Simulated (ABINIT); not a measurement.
**Beyond one shot: Ca2H6Os (Fm-3m)**

Wanted: G0W0 and self-consistent gaps of Ca2H6Os (Fm-3m), with the cost of the cycles.

Method: PBEsol and many-body steps on it, plane waves, in ABINIT 10.8.3.

## Step 1: The starting structure

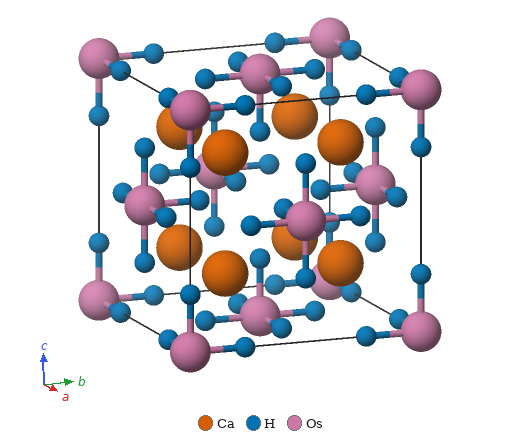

The starting structure, seen slightly off an axis (calcium orange, hydrogen blue, osmium pink). This picture shows the conventional cell, with its axes. Some periodic images of atoms are drawn too.

Coordinates:

```cif
data_structure
_symmetry_space_group_name_H-M 'P 1'
_symmetry_Int_Tables_number 1
_cell_length_a 5.1121
_cell_length_b 5.1121
_cell_length_c 5.1121
_cell_angle_alpha 60.000
_cell_angle_beta 60.000
_cell_angle_gamma 60.000
_cell_volume 94.47
loop_
_atom_site_label
_atom_site_type_symbol
_atom_site_fract_x
_atom_site_fract_y
_atom_site_fract_z
_atom_site_occupancy
Ca1 Ca 0.25000 0.25000 0.25000 1
Ca2 Ca 0.75000 0.75000 0.75000 1
H3 H 0.76282 0.23718 0.23718 1
H4 H 0.23718 0.76282 0.76282 1
H5 H 0.23718 0.76282 0.23718 1
H6 H 0.76282 0.23718 0.76282 1
H7 H 0.23718 0.23718 0.76282 1
H8 H 0.76282 0.76282 0.23718 1
Os9 Os 0.00000 0.00000 0.00000 1
```

The cell and positions are those that the Materials Project relaxed with its own functionals (PBE, PBE+U or r2SCAN), kept fixed. Spin-orbit coupling is left out unless a step names it.

## Step 2: Empty states on the mesh, 2×2×2 mesh, 91 bands

This step: ABINIT 10.8.3; DFT, PBEsol, plane waves, norm-conserving pseudopotentials.

The sums over transitions need many empty states on a uniform mesh; this step solves for them.

run.abi

```
acell 3*1.0 Angstrom
rprim 
  -0.000000000000 3.614821300000 3.614821300000
  3.614821300000 -0.000000000000 3.614821300000
  3.614821300000 3.614821300000 -0.000000000000
ntypat 3
znucl 20 1 76
natom 9
typat 1 1 2 2 2 2 2 2 3
xred 
  0.250000000000 0.250000000000 0.250000000000
  0.750000000000 0.750000000000 0.750000000000
  0.762819760000 0.237180240000 0.237180240000
  0.237180240000 0.762819760000 0.762819760000
  0.237180240000 0.762819760000 0.237180240000
  0.762819760000 0.237180240000 0.762819760000
  0.237180240000 0.237180240000 0.762819760000
  0.762819760000 0.762819760000 0.237180240000
  0.000000000000 0.000000000000 0.000000000000
pp_dirpath "pseudos"
pseudos "Ca.upf, H.upf, Os.upf"
ecut 33
ngkpt 2 2 2
nshiftk 1
shiftk 0 0 0
kptopt 1
chksymbreak 0
iscf -2
irdden 1
istwfk *1
nband 91
nbdbuf 8
tolwfr 1e-09
nstep 60
prtvol 0
indata_prefix "in"
outdata_prefix "out"
tmpdata_prefix "tmp"
```

Launch:

```bash
$ OMP_NUM_THREADS=1 mpirun -n 4 abinit run.abi > log
```

Numbers of over 12 decimals in the logs are rounded to 6 here.

Output:

```text
.Version 10.8.3 of ABINIT. v10.8.2 released Aug 2026.

 Symmetries : space group Fm -3 m (#225); Bravais cF (face-center cubic)
[... echo of the input left out ...]
== DATASET  1 ==================================================================
-   mpi_nproc: 4, omp_nthreads: 1 (-1 if OMP is not activated)
-    --> not optimal distribution: autoparal keyword recommended in input file <--

--- !DatasetInfo
iteration_state: {dtset: 1, }
dimensions: {natom: 9, nkpt: 3, mband: 91, nsppol: 1, nspinor: 1, nspden: 1, mpw: 5817, }
cutoff_energies: {ecut:  33.0, pawecutdg:  -1.0, }
[...]
1.31660    1.34500    1.34500    1.34500    1.39434    1.39434    1.39434    1.40188
   1.40188    1.45546    1.45546    1.45546    1.53447    1.57389    1.57389    1.57389
   1.57958    1.65739    1.65937
 prteigrs : prtvol=0 or 1, do not print more k-points.

== END DATASET(S) ==============================================================
================================================================================

 -outvars: echo values of variables after computation  --------
            nband          91
             nkpt           3
          spgroup         225
 [... the other variables as echoed above ...]

 Calculation completed.
```

Wall time 14 s (4 MPI ranks of Arm Neoverse V2, shared host); peak memory 0.34 GiB; 58 s of CPU time.

This step gave:

```
gap                                                           : 2.604 eV
k of the valence top                                          : 0.5, 0.5, 0
k of the conduction bottom                                    : 0.5, 0.5, 0
least direct gap                                              : 2.604 eV
k points computed                                             : 3
lowest point of the top converged band, above the valence top : 34.99 eV
```

On this mesh the gap is 2.604 eV.

The density comes from a self-consistent run that is not shown.

## Step 3: Screening, 2×2×2 mesh, 83 bands, screening to 106.1 eV

The RPA dielectric matrix is built and inverted for each q.

This step: RPA screening on PBEsol, plane waves, norm-conserving pseudopotentials.

run.abi: that of step 2 with these lines changed.

```diff
@@ -27,10 +27,11 @@
 chksymbreak 0
-iscf -2
-irdden 1
 istwfk *1
-nband 91
-nbdbuf 8
-tolwfr 1e-09
-nstep 60
-prtvol 0
+occopt 1
+irdwfk 1
+optdriver 3
+nband 83
+ecuteps 3.9
+inclvkb 2
+awtr 1
+symchi 1
 indata_prefix "in"
```

Output:

```text
.Version 10.8.3 of ABINIT. v10.8.2 released Aug 2026.

 Symmetries : space group Fm -3 m (#225); Bravais cF (face-center cubic)
[... echo of the input left out ...]
== DATASET  1 ==================================================================
-   mpi_nproc: 4, omp_nthreads: 1 (-1 if OMP is not activated)

--- !DatasetInfo
iteration_state: {dtset: 1, }
dimensions: {natom: 9, nkpt: 3, mband: 83, nsppol: 1, nspinor: 1, nspden: 1, mpw: 5817, }
cutoff_energies: {ecut:  33.0, pawecutdg:  -1.0, }
electrons: {nelect:   4.20000000E+01, charge:   0.00000000E+00, occopt:   1.00000000E+00, tsmear:   1.00000000E-02, }

 SCREENING: Calculation of the susceptibility and dielectric matrices

 Based on a program developped by R.W. Godby, V. Olevano, G. Onida, and L. Reining.
 Incorporated in ABINIT by V. Olevano, G.-M. Rignanese, and M. Torrent.
.Using double precision arithmetic ; gwpc =  8

[... cell and pseudopotentials left out ...]
--------------------------------------------------------------------------------

 ==== K-mesh for the wavefunctions ====
 Number of points in the irreducible wedge :     3
[... list of points left out ...]
 Together with 48 symmetry operations and time-reversal symmetry
 yields     8 points in the full Brillouin Zone.

 ==== Q-mesh for the screening function ====
 Number of points in the irreducible wedge :     3
[... list of points left out ...]
 Together with 48 symmetry operations and time-reversal symmetry
 yields     8 points in the full Brillouin Zone.

 setmesh: FFT mesh size selected  =    36x   36x   36
          total number of points  =        46656

 vcoul_init : cutoff-mode = AUXILIARY_FUNCTION
 q-points for optical limit:   1
     1)      0.000010    0.000020    0.000030

- screening: taking advantage of time-reversal symmetry
- Maximum band index for partially occupied states nbvw = 21
- Remaining bands to be divided among processors   nbcw = 62
- Number of bands treated by each node ~15

 Number of electrons calculated from density =   42.0000; Expected =   42.0000
 average of density, n =  0.065881
 r_s =    1.5360
 omega_plasma =   24.7592 [eV]

 calculating chi0 at frequencies [eV] :
  1    0.000000E+00    0.000000E+00
  2    0.000000E+00    2.475921E+01

--------------------------------------------------------------------------------
  q-point number  1        q = ( 0.000000, 0.000000, 0.000000) [r.l.u.]
--------------------------------------------------------------------------------
[... chi0 elements left out ...]
 For q-point:  0.000010 0.000020 0.000030
  dielectric constant =   4.7279
  dielectric constant without local fields =   5.7224

  Average fulfillment of the sum rule on Im[epsilon] for q-point    1 :     53.43  [%]
[... wings left out ...]
  q-point number  2        q = ( 0.500000, 0.000000, 0.000000) [r.l.u.]
--------------------------------------------------------------------------------
[... chi0 elements left out ...]
  Average fulfillment of the sum rule on Im[epsilon] for q-point    2 :     61.84  [%]

 [... 1 further q-points ...]
```

Run time: 8.7 s. Hardware: 4 MPI ranks; peak memory 1.1 GiB; 34 s of CPU time.

Numbers from this step:

```yaml
eps_infinity_with_local_fields_on_this_mesh_along_the_program_s_q_direction: 4.728
the_same_without_local_fields: 5.722
plasma_frequency: 24.76 eV
plane_waves_in_the_screening_matrix: 259
```

Local fields lower ε∞ by 17 %. On a Γ-centred mesh this coarse the value itself is usually too large, while a short band sum pulls it down.

## Step 4: G0W0

The self-energy is evaluated for the states that the input lists, and the levels follow from it, in one-shot runs by the linearised quasiparticle equation.

This step: G0W0 on PBEsol, plane waves, norm-conserving pseudopotentials.

run.abi: that of step 3 with these lines changed.

```diff
@@ -30,8 +30,17 @@
 irdwfk 1
-optdriver 3
+optdriver 4
 nband 83
+gwcalctyp 0
+ecutsigx 33
+symsigma 1
+nkptgw 2
+kptgw 
+  0.5000000000 0.5000000000 0.0000000000
+  0.0000000000 0.0000000000 0.0000000000
+bdgw 
+  20 23
+  19 23
 ecuteps 3.9
-inclvkb 2
-awtr 1
-symchi 1
+irdscr 1
+ppmodel 1
 indata_prefix "in"
```

Output:

```text
.Version 10.8.3 of ABINIT. v10.8.2 released Aug 2026.

 Symmetries : space group Fm -3 m (#225); Bravais cF (face-center cubic)
[... echo of the input left out ...]
== DATASET  1 ==================================================================
-   mpi_nproc: 4, omp_nthreads: 1 (-1 if OMP is not activated)

--- !DatasetInfo
iteration_state: {dtset: 1, }
dimensions: {natom: 9, nkpt: 3, mband: 83, nsppol: 1, nspinor: 1, nspden: 1, mpw: 5817, }
cutoff_energies: {ecut:  33.0, pawecutdg:  -1.0, }
electrons: {nelect:   4.20000000E+01, charge:   0.00000000E+00, occopt:   1.00000000E+00, tsmear:   1.00000000E-02, }

 SIGMA: Calculation of the GW corrections

 Based on a program developped by R.W. Godby, V. Olevano, G. Onida, and L. Reining.
 Incorporated in ABINIT by V. Olevano, G.-M. Rignanese, and M. Torrent.
.Using double precision arithmetic ; gwpc =  8

[... cell and pseudopotentials left out ...]
--------------------------------------------------------------------------------

 ==== K-mesh for the wavefunctions ====
 Number of points in the irreducible wedge :     3
[... list of points left out ...]
 Together with 48 symmetry operations and time-reversal symmetry
 yields     8 points in the full Brillouin Zone.

 ==== Q-mesh for screening function ====
 Number of points in the irreducible wedge :     3
[... list of points left out ...]
 Together with 48 symmetry operations and time-reversal symmetry
 yields     8 points in the full Brillouin Zone.

 vcoul_init : cutoff-mode = AUXILIARY_FUNCTION
 q-points for optical limit:   1
     1)      0.000010    0.000020    0.000030
 setmesh: FFT mesh size selected  =    50x   50x   50
          total number of points  =       125000

 Number of electrons calculated from density =   42.0000; Expected =   42.0000
 average of density, n =  0.065881
 r_s =    1.5360
 omega_plasma =   24.7592 [eV]

 === KS Band Gaps ===
  >>>> For spin  1
   Minimum direct gap =   2.6043 [eV], located at k-point      :   0.5000  0.5000  0.0000
   Fundamental gap    =   2.6043 [eV], Top of valence bands at :   0.5000  0.5000  0.0000
                                       Bottom of conduction at :   0.5000  0.5000  0.0000
 SIGMA fundamental parameters:
 PLASMON POLE MODEL  1
 number of plane-waves for SigmaX                 5817
 number of plane-waves for SigmaC and W            259
 number of plane-waves for wavefunctions          5817
 number of bands                                    83
 number of independent spin polarizations            1
 number of spinorial components                      1
 number of k-points in IBZ                           3
 number of q-points in IBZ                           3
 number of symmetry operations                      48
 number of k-points in BZ                            8
 number of q-points in BZ                            8
 number of frequencies for dSigma/dE                 9
 frequency step for dSigma/dE [eV]                0.25
 number of omega for Sigma on real axis              0
 max omega for Sigma on real axis  [eV]           0.00
 zcut for avoiding poles [eV]                     0.10

 EPSILON^-1 parameters (SCR file):
 dimension of the eps^-1 matrix on file            259
 dimension of the eps^-1 matrix used               259
 number of plane-waves for wavefunctions          5817
 number of bands                                    83
 number of q-points in IBZ                           3
 number of frequencies                               2
 number of real frequencies                          1
 number of imag frequencies                          1

 matrix elements of self-energy operator (all in [eV])

 Perturbative Calculation

--- !SelfEnergy_ee
iteration_state: {dtset: 1, }
kpoint     : [   0.500,    0.500,    0.000, ]
spin       : 1
KS_gap     :    2.604
QP_gap     :    3.836
Delta_QP_KS:    1.232
data: !SigmaeeData |
     Band     E0 <VxcDFT>   SigX SigC(E0)      Z dSigC/dE  Sig(E)    E-E0       E
       20   4.616 -17.054 -19.640   3.180   0.799  -0.252 -16.580   0.474   5.090
       21   4.616 -17.054 -19.640   3.180   0.799  -0.252 -16.580   0.474   5.090
       22   7.221 -13.746  -8.661  -3.028   0.829  -0.206 -12.040   1.706   8.927
       23   8.171 -12.329  -6.155  -3.738   0.831  -0.203 -10.304   2.025  10.195

--- !SelfEnergy_ee
iteration_state: {dtset: 1, }
kpoint     : [   0.000,    0.000,    0.000, ]
spin       : 1
KS_gap     :    4.543
QP_gap     :    6.528
Delta_QP_KS:    1.985
data: !SigmaeeData |
     Band     E0 <VxcDFT>   SigX SigC(E0)      Z dSigC/dE  Sig(E)    E-E0       E
       19   4.447 -16.649 -19.388   3.180   0.799  -0.252 -16.297   0.352   4.799
       20   4.447 -16.649 -19.388   3.180   0.799  -0.252 -16.297   0.352   4.799
       21   4.447 -16.649 -19.388   3.180   0.799  -0.252 -16.297   0.352   4.799
       22   8.990 -14.735  -8.063  -3.825   0.821  -0.218 -12.398   2.337  11.327
       23   8.990 -14.735  -8.063  -3.825   0.821  -0.218 -12.398   2.337  11.327

== END DATASET(S) ==============================================================
================================================================================

 -outvars: echo values of variables after computation  --------
           etotal      0.0000000000E+00
            nband          83
             nkpt           3
          spgroup         225
 [... the other variables as echoed above ...]

 Calculation completed.
```

Run time: 4.9 s. Hardware: 4 MPI ranks; peak memory 0.74 GiB.

Numbers from this step:

* G0W0 gap on the points computed: 3.837 eV
* starting gap on the mesh: 2.604 eV
* k of the valence top: 0.5, 0.5, 0
* k of the conduction bottom: 0.5, 0.5, 0
* Z at the valence top: 0.799
* Z at the conduction bottom: 0.829
* least direct G0W0 gap on the computed points: 3.837 eV

The gap on the mesh goes from 2.60 eV to 3.84 eV, a correction of +1.23 eV.

## Step 5: evGW0, cycle 1

This step: evGW0 on PBEsol, plane waves, norm-conserving pseudopotentials.

run.abi: that of step 4 with these lines changed.

```diff
@@ -32,12 +32,14 @@
 nband 83
-gwcalctyp 0
+gwcalctyp 10
 ecutsigx 33
 symsigma 1
-nkptgw 2
+nkptgw 3
 kptgw 
+  0.0000000000 0.0000000000 0.0000000000
+  0.5000000000 0.0000000000 0.0000000000
   0.5000000000 0.5000000000 0.0000000000
-  0.0000000000 0.0000000000 0.0000000000
 bdgw 
-  20 23
-  19 23
+  13 29
+  13 29
+  13 29
 ecuteps 3.9
```

Output:

```text
.Version 10.8.3 of ABINIT. v10.8.2 released Aug 2026.

 Symmetries : space group Fm -3 m (#225); Bravais cF (face-center cubic)
[... echo of the input left out ...]
== DATASET  1 ==================================================================
-   mpi_nproc: 4, omp_nthreads: 1 (-1 if OMP is not activated)

--- !DatasetInfo
iteration_state: {dtset: 1, }
dimensions: {natom: 9, nkpt: 3, mband: 83, nsppol: 1, nspinor: 1, nspden: 1, mpw: 5817, }
cutoff_energies: {ecut:  33.0, pawecutdg:  -1.0, }
electrons: {nelect:   4.20000000E+01, charge:   0.00000000E+00, occopt:   1.00000000E+00, tsmear:   1.00000000E-02, }

 SIGMA: Calculation of the GW corrections

 Based on a program developped by R.W. Godby, V. Olevano, G. Onida, and L. Reining.
 Incorporated in ABINIT by V. Olevano, G.-M. Rignanese, and M. Torrent.
.Using double precision arithmetic ; gwpc =  8

[... cell and pseudopotentials left out ...]
--------------------------------------------------------------------------------

 ==== K-mesh for the wavefunctions ====
 Number of points in the irreducible wedge :     3
[... list of points left out ...]
 Together with 48 symmetry operations and time-reversal symmetry
 yields     8 points in the full Brillouin Zone.

 ==== Q-mesh for screening function ====
 Number of points in the irreducible wedge :     3
[... list of points left out ...]
 Together with 48 symmetry operations and time-reversal symmetry
 yields     8 points in the full Brillouin Zone.

 vcoul_init : cutoff-mode = AUXILIARY_FUNCTION
 q-points for optical limit:   1
     1)      0.000010    0.000020    0.000030
 setmesh: FFT mesh size selected  =    50x   50x   50
          total number of points  =       125000

 Number of electrons calculated from density =   42.0000; Expected =   42.0000
[...]
--- !SelfEnergy_ee
iteration_state: {dtset: 1, }
kpoint     : [   0.500,    0.000,    0.000, ]
spin       : 1
KS_gap     :    4.188
QP_gap     :    5.390
Delta_QP_KS:    1.202
data: !SigmaeeData |
     Band     E_DFT   <VxcDFT>   E(N-1)  <Hhartree>   SigX  SigC[E(N-1)]    Z     dSigC/dE  Sig[E(N)]  DeltaE  E(N)_pert E(N)_diago
[...]
--- !SelfEnergy_ee
iteration_state: {dtset: 1, }
kpoint     : [   0.500,    0.500,    0.000, ]
spin       : 1
KS_gap     :    2.604
QP_gap     :    3.836
Delta_QP_KS:    1.232
data: !SigmaeeData |
     Band     E_DFT   <VxcDFT>   E(N-1)  <Hhartree>   SigX  SigC[E(N-1)]    Z     dSigC/dE  Sig[E(N)]  DeltaE  E(N)_pert E(N)_diago
[...]
28    10.855   -15.386    10.855    26.241    -8.183    -3.950     0.816    -0.225   -12.731     2.655    13.511    14.108
       29    11.262   -15.968    11.262    27.230    -8.092    -4.229     0.813    -0.229   -13.002     2.966    14.228    14.908

 New Fermi energy :        2.662127E-01 Ha ,    7.244018E+00 eV

 === QP Band Gaps ===
  >>>> For spin  1
   Minimum direct gap =   4.0682 [eV], located at k-point      :   0.5000  0.5000  0.0000
   Fundamental gap    =   4.0682 [eV], Top of valence bands at :   0.5000  0.5000  0.0000
                                       Bottom of conduction at :   0.5000  0.5000  0.0000

 writing QP data on file : out_QPS

 Convergence of QP corrections
 >>>>> For spin  1 <<<<<
.  kptgw no:  1; Maximum DeltaE = (  -0.429   0.000) for band index: 16
.  kptgw no:  2; Maximum DeltaE = (  -0.711   0.000) for band index: 16
.  kptgw no:  3; Maximum DeltaE = (  -0.551   0.000) for band index: 17

== END DATASET(S) ==============================================================
================================================================================

 -outvars: echo values of variables after computation  --------
           etotal      0.0000000000E+00
            nband          83
             nkpt           3
          spgroup         225
 [... the other variables as echoed above ...]

 Calculation completed.
```

The job ended after 16 s (4 MPI ranks; peak memory 1.2 GiB; 64 s of CPU time).

This step gave:

```yaml
quasiparticle_gap_on_the_points_computed: 4.068 eV
gap_of_the_density_functional_on_the_mesh: 2.604 eV
k_of_the_valence_top: 0.5, 0.5, 0
k_of_the_conduction_bottom: 0.5, 0.5, 0
z_at_the_valence_top: 0.799
z_at_the_conduction_bottom: 0.829
least_direct_quasiparticle_gap_on_the_computed_points: 4.068 eV
```

Against G0W0 in ABINIT (2×2×2 mesh, 83 bands, screening to 106.1 eV, Godby-Needs plasmon pole), the gap moves by +0.231 eV. This first cycle still uses the starting levels; it takes the full correction, at all points of the mesh, and its linearised value is 3.837 eV.

## Step 6: evGW0, cycle 2

The corrected levels of the last cycle go back in.

run.abi: that of step 5 with these lines changed.

```diff
@@ -47,2 +47,3 @@
 ppmodel 1
+irdqps 1
 indata_prefix "in"
```

Output:

```text
.Version 10.8.3 of ABINIT. v10.8.2 released Aug 2026.

 Symmetries : space group Fm -3 m (#225); Bravais cF (face-center cubic)
[... echo of the input left out ...]
== DATASET  1 ==================================================================
-   mpi_nproc: 4, omp_nthreads: 1 (-1 if OMP is not activated)

--- !DatasetInfo
iteration_state: {dtset: 1, }
dimensions: {natom: 9, nkpt: 3, mband: 83, nsppol: 1, nspinor: 1, nspden: 1, mpw: 5817, }
cutoff_energies: {ecut:  33.0, pawecutdg:  -1.0, }
[...]
Convergence of QP corrections
 >>>>> For spin  1 <<<<<
.  kptgw no:  1; Maximum DeltaE = (   0.055  -0.000) for band index: 16
.  kptgw no:  2; Maximum DeltaE = (   0.015  -0.000) for band index: 16
.  kptgw no:  3; Maximum DeltaE = (   0.060  -0.000) for band index: 17

== END DATASET(S) ==============================================================
================================================================================

 -outvars: echo values of variables after computation  --------
           etotal      0.0000000000E+00
            nband          83
             nkpt           3
          spgroup         225
 [... the other variables as echoed above ...]

 Calculation completed.
```

The job ended after 16 s (4 MPI ranks; peak memory 1.2 GiB).

This step gave:

```yaml
quasiparticle_gap_on_the_points_computed: 3.925 eV
gap_of_the_density_functional_on_the_mesh: 2.604 eV
k_of_the_valence_top: 0.5, 0.5, 0
k_of_the_conduction_bottom: 0.5, 0.5, 0
least_direct_quasiparticle_gap_on_the_computed_points: 3.925 eV
```

Against the cycle before, the gap moves by −0.143 eV.

(Continued in part 2 of 3.)

[Paths, hosts, dates, memory and timing lines, banners, echoed tables and standing remarks are left out of the program output.]

[Logs are printed without paths, hosts, clocks, repeated set-up lines and the standing remarks that a program may print on its own settings, such as how far it seeks lower states.]

[Runs of the session that timed out or met a known fault of the program may be left out.]

[Hosts, paths, dates, database ids (printed as entryN), source tags and the programs' standing remarks are cut or masked in the printed files.]

[G0W0 gaps are taken among the corrected bands and points alone; a level outside them can change the order at an edge.]

[Where Ansatz stands beside ABINIT at settings called matched, ABINIT's density can come from a denser mesh and the files from another edition; pairs whose starting gaps differed by over 0.03 eV were left out, so agreement reads better than it is.]
